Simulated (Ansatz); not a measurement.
## Ta wire along [111], 19 atoms a period: bands along the axis

What gap, if any, does the Ta wire along [111], 19 atoms a period have, and how many channels would it open?

Program: Ansatz 0.2.0. Level of theory: DFT PBE, plane waves, PAW; relaxation of a wire's period; PAW set soft_1, in the first sound run; inputs show where later runs differ. Results are calculated unless marked as measured.

### Step 1. The starting structure

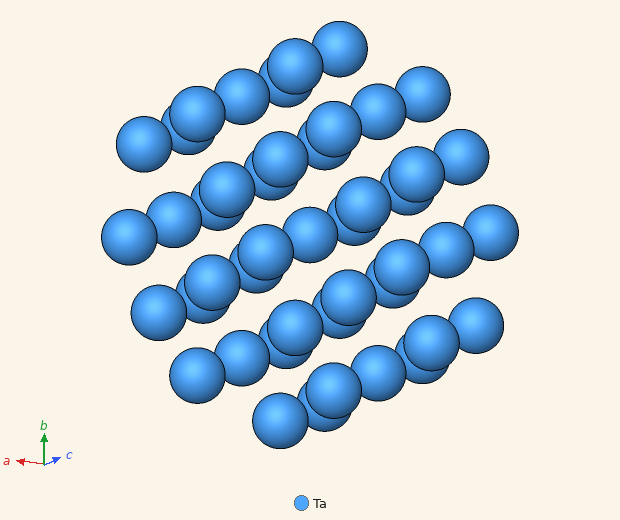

The cell as given, at a slant to the c axis (tantalum blue). 1×1×2 cells are drawn. Some periodic images of atoms are drawn too.

The cell holds 19 atoms: 19 Ta. Cell: a = 16.190 Å, b = 17.643 Å, c = 2.875 Å, α = 90.0°, β = 90.0°, γ = 90.0°. Vacuum lies along a and b. The structure's axis is c.

### Step 2. The relaxed wire

Band widths follow the bond lengths, so the wire is relaxed first. The atoms and the third cell vector are free; the box across stays fixed as vacuum. A Fermi-Dirac smearing is set since the result may be a metal. The pressure printed is a third of the stress's trace over the whole box, vacuum included; only the stress along the axis is relaxed.

The input, input.yaml:

```yaml
crystal:
  lattice:
    - [16.19, 0.0, 0.0]
    - [0.0, 17.643, 0.0]
    - [0.0, 0.0, 2.8752043406]
  atoms:
    - { symbol: Ta, position: [0.210006177, 0.500002114, 0.0] }
    - { symbol: Ta, position: [0.355008926, 0.730470457, 0.0] }
    - { symbol: Ta, position: [0.500011676, 0.500002114, 0.0] }
    - { symbol: Ta, position: [0.645014425, 0.730470457, 0.0] }
    - { symbol: Ta, position: [0.210006177, 0.653647676, 0.333333333] }
    - { symbol: Ta, position: [0.355008926, 0.423179333, 0.333333333] }
    - { symbol: Ta, position: [0.500011676, 0.19271099, 0.333333333] }
    - { symbol: Ta, position: [0.500011676, 0.653647676, 0.333333333] }
    - { symbol: Ta, position: [0.645014425, 0.423179333, 0.333333333] }
    - { symbol: Ta, position: [0.790017174, 0.653647676, 0.333333333] }
    - { symbol: Ta, position: [0.210006177, 0.346356552, 0.666666667] }
    - { symbol: Ta, position: [0.355008926, 0.576824895, 0.666666667] }
    - { symbol: Ta, position: [0.500011676, 0.346356552, 0.666666667] }
    - { symbol: Ta, position: [0.500011676, 0.807293238, 0.666666667] }
    - { symbol: Ta, position: [0.645014425, 0.576824895, 0.666666667] }
    - { symbol: Ta, position: [0.790017174, 0.346356552, 0.666666667] }
    - { symbol: Ta, position: [0.355008926, 0.269533771, 0.0] }
    - { symbol: Ta, position: [0.645014425, 0.269533771, 0.0] }
    - { symbol: Ta, position: [0.790017174, 0.500002114, 0.0] }
kpoints:
  mp_grid: { grid: [1, 1, 28] }
scf:
  occupations: { method: fermi_dirac, width: 0.05 }
hamiltonian:
  xc: pbe
  pseudopotentials: { kind: paw, azcp: { folder: soft_1 } }
relax:
  cell: { fix: [a, b, alpha, beta, gamma] }
  max_steps: 45
  f_tol: 0.03
```

Started as:

```sh
> ansatz run input.yaml --threads 4 --pin off --max-ram 16384MiB --backend cpu --events-out ev --progress --plain --runs-dir out
```

Numbers of over 12 decimals in the logs are rounded to 6 here.

Log:

```text
Engine: ansatz 0.2.0, aarch64-unknown-linux-gnu
Pseudopotentials: kind: paw
Pseudopotential: Ta, paw, valence charge 13, recommended cutoff 420 eV (normal), soft_1/Ta.paw.azcp
Functional definition: PBE
  parameter kappa = 0.804
  parameter beta = 0.066725
  exchange = pbe_x(kappa = kappa, mu = beta*pi^2/3)
  correlation = pbe_c(beta = beta)
Crystal: 19 atoms, lattice volume = 821.274 Å³
Basis set: ecut = 420 eV, 16053 PW (Γ), exchange–correlation on 240×240×40 points (8 copies of the dense FFT grid, shifted against one another)
Bands: 149, of which v1, the nominal top of the filled ones, is band 124 counted from 1 (123 counted from 0)
Symmetry: 4 space group operations
Space group: P2/m (ITA 10), of the structure as read, at distance tolerance 9.4e-5 Å
k-points: 15 of 28
Non-local potential: Ta, projectors of the file, l = 0: 3, l = 1: 2, l = 2: 2, l = 3: 1
PAW form: soft (Blöchl's): semilocal exchange-correlation on the pseudo side does not see the compensation charge
PAW one-centre angular grid: Ta, 590 points (default); XC on 64 Gauss nodes
Initial density: superposition of atomic densities (neutral atoms: chi_scale 0, normalization atom)
Initial wavefunctions: pseudopotential atomic-orbital guess
Functional: x = pbe(κ = 0.804, μ = 0.219515), c = pbe(β = 0.066725)
SCF iter   1: F=—  HF=-188731.349612 eV  |F-HF|=—  |Δ(HF+E_count)|=         —  Δρ=4.60e-2  dr2=2.43e2  ethr=3.10e-3  ⟨swp⟩=10.5  Hψ=10828  notcnv=0  defer=7
preconditioner: auto → LDOS  [metal: Δε(μ)=0.004 eV  Ē_g=4.088 eV  σ=0.050 eV  W_gap=0.02  n_scr=124 (ndim 8)  ℏωp=12.6 eV  f_vac=0.430  D(μ)=24.07/eV (n_scr^D=140)  β→1.0]
SCF iter   2: F=—  HF=-188719.631458 eV  |F-HF|=—  |Δ(HF+E_count)|=    1.17e1  Δρ=3.98e-2  dr2=1.54e2  ethr=3.10e-3  ⟨swp⟩=5.8  Hψ=6514  notcnv=0  defer=91
SCF iter   3: F=—  HF=-188713.740118 eV  |F-HF|=—  |Δ(HF+E_count)|=    5.89e0  Δρ=1.16e-2  dr2=2.06e1  ethr=3.10e-3  ⟨swp⟩=4.8  Hψ=5431  notcnv=0  defer=52
SCF iter   4: F=—  HF=-188712.865277 eV  |F-HF|=—  |Δ(HF+E_count)|=   8.75e-1  Δρ=3.61e-3  dr2=1.43e0  ethr=3.10e-3  ⟨swp⟩=2.3  Hψ=2745  notcnv=0  defer=55
SCF iter   5: F=—  HF=-188712.784846 eV  |F-HF|=—  |Δ(HF+E_count)|=   8.04e-2  Δρ=1.24e-3  dr2=6.25e-2  ethr=5.79e-4  ⟨swp⟩=2.8  Hψ=3371  notcnv=0  defer=75
SCF iter   6: F=—  HF=-188712.784593 eV  |F-HF|=—  |Δ(HF+E_count)|=   2.53e-4  Δρ=3.88e-4  dr2=4.59e-3  ethr=2.53e-5  ⟨swp⟩=2.1  Hψ=3057  notcnv=0  defer=75
SCF iter   7: F=—  HF=-188712.784492 eV  |F-HF|=—  |Δ(HF+E_count)|=   1.01e-4  Δρ=1.18e-4  dr2=1.12e-3  ethr=1.86e-6  ⟨swp⟩=2.0  Hψ=2964  notcnv=0  defer=75
SCF iter   8: F=—  HF=-188712.784480 eV  |F-HF|=—  |Δ(HF+E_count)|=   1.14e-5  Δρ=4.78e-5  dr2=8.54e-5  ethr=4.55e-7  ⟨swp⟩=2.0  Hψ=2638  notcnv=0  defer=75
SCF iter   9: F=—  HF=-188712.784058 eV  |F-HF|=—  |Δ(HF+E_count)|=   4.22e-4  Δρ=1.28e-5  dr2=3.70e-6  ethr=3.46e-8  ⟨swp⟩=2.0  Hψ=3053  notcnv=0  defer=75
SCF iter  10: F=—  HF=-188712.784059 eV  |F-HF|=—  |Δ(HF+E_count)|=   6.84e-7  Δρ=4.95e-6  dr2=8.30e-7  ethr=1.50e-9  ⟨swp⟩=3.4  Hψ=4468  notcnv=0  defer=75
SCF iter  11: F=—  HF=-188712.784059 eV  |F-HF|=—  |Δ(HF+E_count)|=   1.15e-7  Δρ=1.86e-6  dr2=1.01e-7  ethr=3.36e-10  ⟨swp⟩=2.2  Hψ=2907  notcnv=0  defer=75
SCF iter  12: F=-188712.784059 eV  HF=-188712.784059 eV  |F-HF|=4.39e-9  |Δ(HF+E_count)|=   1.70e-8  Δρ=6.00e-7  dr2=9.87e-9  ethr=4.05e-11  ⟨swp⟩=4.7  Hψ=6543  notcnv=0
SCF 1 converged in 12 iterations: F = -188712.784059 eV  dr2 = 9.87e-9
  greatest PAW one-centre occupation: 0.999 electrons in one spin orbital (limit 2), on the Ta atom at site 2 (counted from 0), in its partial waves of l = 0
relax step   1: F+E_penalty+E_count = -188712.78405930 eV  Δ(F+E_penalty+E_count) = +0.000e0 eV  max|allowed force component| = 1.507e0 eV/Å  Δτ_max = 0.0000 Å  P = -5.299 GPa  Ω = 821.274 Å³  fix = [a, b, alpha, beta, gamma]  reactions: a -4.892, b -4.869 GPa; alpha +0.008 GPa/rad  (12 SCF iters, dr2 threshold 1.00e-7 eV, accepted)
Crystal: 19 atoms, lattice volume = 787.085 Å³
Basis set: ecut = 420 eV, 15505 PW (Γ), exchange–correlation on 240×240×40 points (8 copies of the dense FFT grid, shifted against one another)
Initial density: handed on by an earlier stage of this run
Initial wavefunctions: those handed on with the density
iter 1 solved again at ethr=3.03e-3 eV; its pass at ethr=3.10e-3 eV (dr2=7.49e0 eV) is discarded
SCF iter   1: F=—  HF=-188714.558953 eV  |F-HF|=—  |Δ(HF+E_count)|=         —  Δρ=1.34e-2  dr2=7.51e0  ethr=3.03e-3  ⟨swp⟩=2.3  Hψ=12567  notcnv=0
preconditioner: auto → LDOS  [metal: Δε(μ)=0.001 eV  Ē_g=3.673 eV  σ=0.050 eV  W_gap=0.00  n_scr=114 (ndim 8)  ℏωp=12.9 eV  f_vac=0.463  D(μ)=27.67/eV (n_scr^D=196)  β→1.0]
SCF iter   2: F=—  HF=-188714.199322 eV  |F-HF|=—  |Δ(HF+E_count)|=   3.60e-1  Δρ=8.67e-3  dr2=2.70e0  ethr=3.03e-3  ⟨swp⟩=3.2  Hψ=3832  notcnv=0  defer=9
SCF iter   3: F=—  HF=-188713.889265 eV  |F-HF|=—  |Δ(HF+E_count)|=   3.10e-1  Δρ=2.13e-3  dr2=2.12e-1  ethr=1.09e-3  ⟨swp⟩=2.1  Hψ=3518  notcnv=0  defer=94
SCF iter   4: F=—  HF=-188713.868062 eV  |F-HF|=—  |Δ(HF+E_count)|=   2.12e-2  Δρ=5.24e-4  dr2=4.39e-3  ethr=8.56e-5  ⟨swp⟩=2.9  Hψ=4498  notcnv=0  defer=94
SCF iter   5: F=—  HF=-188713.869096 eV  |F-HF|=—  |Δ(HF+E_count)|=   1.03e-3  Δρ=1.46e-4  dr2=3.82e-4  ethr=1.78e-6  ⟨swp⟩=2.0  Hψ=2906  notcnv=0  defer=94
SCF iter   6: F=—  HF=-188713.868884 eV  |F-HF|=—  |Δ(HF+E_count)|=   2.12e-4  Δρ=4.45e-5  dr2=5.68e-5  ethr=1.54e-7  ⟨swp⟩=2.0  Hψ=2982  notcnv=0  defer=94
SCF iter   7: F=—  HF=-188713.868899 eV  |F-HF|=—  |Δ(HF+E_count)|=   1.43e-5  Δρ=1.91e-5  dr2=1.19e-5  ethr=2.30e-8  ⟨swp⟩=2.0  Hψ=2830  notcnv=0  defer=94
SCF iter   8: F=-188713.868898 eV  HF=-188713.868898 eV  |F-HF|=1.87e-7  |Δ(HF+E_count)|=   2.83e-7  Δρ=6.00e-6  dr2=6.46e-7  ethr=7.69e-10  ⟨swp⟩=3.6  Hψ=8566  notcnv=0
SCF 2 converged in 8 iterations: F = -188713.868898 eV  dr2 = 6.46e-7
  greatest PAW one-centre occupation: 0.999 electrons in one spin orbital (limit 2), on the Ta atom at site 14 (counted from 0), in its partial waves of l = 0
relax step   2: F+E_penalty+E_count = -188713.86889821 eV  Δ(F+E_penalty+E_count) = -1.085e0 eV  max|allowed force component| = 8.064e-1 eV/Å  Δτ_max = 0.1948 Å  P = +1.628 GPa  Ω = 787.085 Å³  energy of the carried Pulay correction = +3.077e-3 eV  fix = [a, b, alpha, beta, gamma]  reactions: a +1.226, b +1.266 GPa; alpha -0.006 GPa/rad  (8 SCF iters, dr2 threshold 1.90e-6 eV, accepted)
Crystal: 19 atoms, lattice volume = 798.954 Å³
Basis set: ecut = 420 eV, 15693 PW (Γ), exchange–correlation on 240×240×40 points (8 copies of the dense FFT grid, shifted against one another)
[...]
relax step   4: F+E_penalty+E_count = -188714.09990487 eV  Δ(F+E_penalty+E_count) = -4.735e-2 eV  max|allowed force component| = 1.080e-1 eV/Å  Δτ_max = 0.0551 Å  P = -0.234 GPa  Ω = 798.073 Å³  energy of the carried Pulay correction = +2.074e-3 eV  fix = [a, b, alpha, beta, gamma]  reactions: a -0.306, b -0.256 GPa; alpha +0.001 GPa/rad  (7 SCF iters, dr2 threshold 1.90e-6 eV, accepted)
[...]
relax step   5: F+E_penalty+E_count = -188714.10328080 eV  Δ(F+E_penalty+E_count) = -3.376e-3 eV  max|allowed force component| = 5.084e-2 eV/Å  Δτ_max = 0.0363 Å  P = -0.131 GPa  Ω = 797.615 Å³  energy of the carried Pulay correction = +2.115e-3 eV  fix = [a, b, alpha, beta, gamma]  reactions: a -0.215, b -0.162 GPa; alpha -0.007 GPa/rad  (6 SCF iters, dr2 threshold 7.29e-7 eV, accepted)
[...]
relax step   6: F+E_penalty+E_count = -188714.10827308 eV  Δ(F+E_penalty+E_count) = -4.992e-3 eV  max|allowed force component| = 1.372e-2 eV/Å  Δτ_max = 0.0259 Å  P = -0.048 GPa  Ω = 797.738 Å³  energy of the carried Pulay correction = +2.104e-3 eV  fix = [a, b, alpha, beta, gamma]  reactions: a -0.120, b -0.068 GPa; alpha +0.000 GPa/rad  (7 SCF iters, dr2 threshold 1.62e-7 eV, accepted)
Initial wavefunctions: pseudopotential atomic-orbital guess (no wavefunctions were taken with the density)
iter 1 solved again at ethr=3.50e-6 eV; its pass at ethr=3.10e-3 eV (dr2=8.64e-3 eV) is discarded
SCF iter   1: F=—  HF=-188714.106559 eV  |F-HF|=—  |Δ(HF+E_count)|=         —  Δρ=3.60e-5  dr2=1.25e-6  ethr=3.50e-6  ⟨swp⟩=4.1  Hψ=15368  notcnv=0  defer=1
eigensolver tolerance schedule: the retry pair's looser diagonalisation over-reported the residual by 6914.91 of it (diagonalisation noise at an unbounded share of the residual, at the tolerance the schedule requests for it); recorded, not acted on — ethr = c·dr2/N_el stays at c = 1.0e-1
preconditioner: auto → LDOS  [metal: Δε(μ)=0.010 eV  Ē_g=3.494 eV  σ=0.050 eV  W_gap=0.05  n_scr=114 (ndim 8)  ℏωp=12.8 eV  f_vac=0.458  D(μ)=29.04/eV (n_scr^D=224)  β→1.0]
SCF iter   2: F=—  HF=-188714.106235 eV  |F-HF|=—  |Δ(HF+E_count)|=   3.24e-4  Δρ=5.94e-6  dr2=8.25e-8  ethr=5.06e-10  ⟨swp⟩=4.6  Hψ=7389  notcnv=0
SCF iter   3: F=—  HF=-188714.106235 eV  |F-HF|=—  |Δ(HF+E_count)|=   3.46e-9  Δρ=1.23e-6  dr2=2.14e-8  ethr=3.34e-11  ⟨swp⟩=2.0  Hψ=4106  notcnv=0
SCF iter   4: F=—  HF=-188714.106235 eV  |F-HF|=—  |Δ(HF+E_count)|=   3.35e-9  Δρ=4.79e-7  dr2=7.34e-9  ethr=8.65e-12  ⟨swp⟩=2.0  Hψ=3841  notcnv=0
SCF iter   5: F=—  HF=-188714.106235 eV  |F-HF|=—  |Δ(HF+E_count)|=  6.98e-10  Δρ=2.05e-7  dr2=8.67e-10  ethr=2.97e-12  ⟨swp⟩=2.0  Hψ=2971  notcnv=0
SCF iter   6: F=—  HF=-188714.106235 eV  |F-HF|=—  |Δ(HF+E_count)|=  1.16e-10  Δρ=8.92e-8  dr2=1.90e-10  ethr=1.00e-12  ⟨swp⟩=5.0  Hψ=8202  notcnv=0
SCF iter   7: F=-188714.106235 eV  HF=-188714.106235 eV  |F-HF|=8.73e-11  |Δ(HF+E_count)|=  5.82e-11  Δρ=2.17e-8  dr2=1.27e-11  ethr=1.00e-12  ⟨swp⟩=4.0  Hψ=6477  notcnv=0
SCF 7 converged in 7 iterations: F = -188714.106235 eV  dr2 = 1.27e-11
relax step   7: F+E_penalty+E_count = -188714.10623522 eV  Δ(F+E_penalty+E_count) = +2.038e-3 eV  max|allowed force component| = 1.365e-2 eV/Å  Δτ_max = 0.0000 Å  P = -0.048 GPa  Ω = 797.738 Å³  fix = [a, b, alpha, beta, gamma]  reactions: a -0.118, b -0.067 GPa; alpha +0.000 GPa/rad  stress off target by 4.06e-2 GPa on what of the cell is left free  SCF on the basis re-selected at this cell (its energy is not comparable with the rows above)  (7 SCF iters)
basis re-selected at this cell: Δ(F+E_penalty+E_count) = +2.038e-3 eV, ΔP = +0.000 GPa vs the last step (what re-selecting the basis moved, of the pressure what is left beyond the Pulay correction that the steps carried, after the strain that the cell walked since its last selection, with what the two solves' SCF thresholds leave and, on support functions, any second-order correction that the steps lacked; it is no m [...]
SCF converged after 7 iterations
Free energy (F): -188714.106235 eV
Harris-Foulkes:  -188714.106235 eV  (|F-HF|=8.73e-11)
Internal energy: -188713.871733 eV  (E = F + TS)
E sigma→0 (E₀):  -188713.988984 eV
Entropy (-TS):   -0.234502 eV (-12.342 meV/atom)
Fermi energy:    5.811791 eV
--- Per-component energies (eV) ---
  E_band       = -5171.318388
  E_kinetic    = 7474.548778
  E_local      = -119361.183889  (includes V_loc(G=0)·N_el)
  E_nonlocal   = -207.291453
  E_hartree    = 56649.145923
  E_xc         = -6089.915770
  E_vxc        = -4420.270056  (∫ρ·V_xc dr)
  E_paw        = -157786.629583  (= ΣΔE_a)
  E_vpaw       = -1955.415086  (= ΣTr[D̂ρ^β])
  E_aug_tail   = 0.001791  (compensation charges beyond the density's cutoff)
  E_ewald      = 30607.452469
  E_smearing   = -0.234502  (= −TS)
  E_closure    = 0.000000  (closes the sum)
  Σ components = -188714.106235   (vs F -188714.106235, Δ=0.00e0)
--- Forces (eV/Å), atoms counted from 1 ---
  atom   1  Ta    -0.00291430     0.00000000     0.00000000
  atom   2  Ta    -0.00421030     0.00025040     0.00084078
  atom   3  Ta     0.00000000     0.00000000     0.00000000
  atom   4  Ta     0.00421030     0.00025040     0.00084078
  atom   5  Ta     0.01251167    -0.00634718     0.00062472
  atom   6  Ta     0.00045993    -0.00169793     0.00119218
  atom   7  Ta     0.00000000     0.01364833     0.00272478
  atom   8  Ta     0.00000000     0.00255165     0.00154037
  atom   9  Ta    -0.00045993    -0.00169793     0.00119218
  atom  10  Ta    -0.01251167    -0.00634718     0.00062472
  atom  11  Ta     0.01251167     0.00634718    -0.00062472
  atom  12  Ta     0.00045993     0.00169793    -0.00119218
  atom  13  Ta     0.00000000    -0.00255165    -0.00154037
  atom  14  Ta     0.00000000    -0.01364833    -0.00272478
  atom  15  Ta    -0.00045993     0.00169793    -0.00119218
  atom  16  Ta    -0.01251167     0.00634718    -0.00062472
  atom  17  Ta    -0.00421030    -0.00025040    -0.00084078
  atom  18  Ta     0.00421030    -0.00025040    -0.00084078
  atom  19  Ta     0.00291430     0.00000000     0.00000000
  max |Σ_I F_I| component: 8.67e-19 eV/Å
--- Stress (GPa, compression-positive) ---
       -0.118378       0.000000       0.000000
        0.000000      -0.067095      -0.000464
        0.000000      -0.000464       0.040626
  P = ⅓ Tr σ = -0.0483 GPa (-0.483 kbar)
--- Relaxed structure (6 steps of the walk, 6 accepted, 1 SCFs on fresh bases) ---
  F+E_penalty+E_count = -188714.10623522 eV   max|allowed force component| = 1.365e-2 eV/Å   (the final SCF, on the basis selected at the relaxed cell)
  cell:  # Å, volume = 797.7377 Å³
    - [16.19, 0.0, 0.0]
    - [0.0, 17.643, 0]
    - [0.0, 0, 2.792807]
  atoms:
    - { symbol: Ta, position: [0.212675, 0.500000, -1.5281946747691608e-19] }
    - { symbol: Ta, position: [0.356523, 0.727994, -0.000389586] }
    - { symbol: Ta, position: [0.500012, 0.500000, -1.5281946747691608e-19] }
    - { symbol: Ta, position: [0.643501, 0.727994, -0.000389586] }
    - { symbol: Ta, position: [0.219277, 0.648593, 0.320060] }
    - { symbol: Ta, position: [0.356310, 0.423981, 0.333864] }
    - { symbol: Ta, position: [0.500012, 0.202769, 0.318990] }
    - { symbol: Ta, position: [0.500012, 0.652086, 0.333886] }
    - { symbol: Ta, position: [0.643713, 0.423981, 0.333864] }
    - { symbol: Ta, position: [0.780746, 0.648593, 0.320060] }
    - { symbol: Ta, position: [0.219277, 0.351407, 0.679940] }
    - { symbol: Ta, position: [0.356310, 0.576019, 0.666136] }
    - { symbol: Ta, position: [0.500012, 0.347914, 0.666114] }
    - { symbol: Ta, position: [0.500012, 0.797231, 0.681010] }
    - { symbol: Ta, position: [0.643713, 0.576019, 0.666136] }
    - { symbol: Ta, position: [0.780746, 0.351407, 0.679940] }
    - { symbol: Ta, position: [0.356523, 0.272006, 0.000389586] }
    - { symbol: Ta, position: [0.643501, 0.272006, 0.000389586] }
    - { symbol: Ta, position: [0.787348, 0.500000, -1.5281946747691608e-19] }
```

It took 5.8 min on 4 threads of Arm Neoverse V1, shared host; peak memory 3.2 GiB.

[end of part 1 of 2]

[Logs are printed without paths, hosts, clocks, repeated set-up lines and the standing remarks that a program may print on its own settings, such as how far it seeks lower states.]

[Hosts, paths, dates, database ids (printed as entryN), source tags and the programs' standing remarks are cut or masked in the printed files.]
